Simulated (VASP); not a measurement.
Shape and ions are relaxed at each volume.

Energy against volume of Os (hcp). These are optB86b-vdW, VASP's PBE PAW potentials (set 64) (plane waves; VASP) values and carry that method's errors.

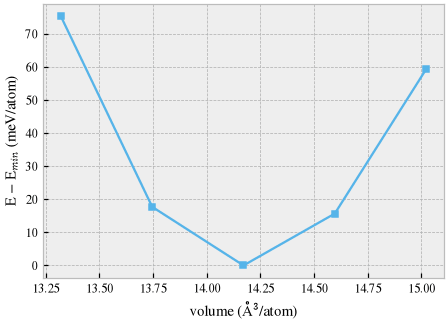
Energy against volume

Question: Estimate the equilibrium volume and the bulk modulus.

Answer: The minimum lies near 14.2 Å³/atom, and the curvature gives B0 of about 420 GPa.

Measured: bulk modulus 425 GPa at 0 K (computed value off by -1.6 %), as given by Vázquez-Parga, Fernández-Martínez, Viñes, J. Chem. Theory Comput. (2023), doi:10.1021/acs.jctc.3c00612, Supporting … [zero-point energy and finite temperature contributions removed].

The compound is Os in the hcp structure. It was relaxed first.
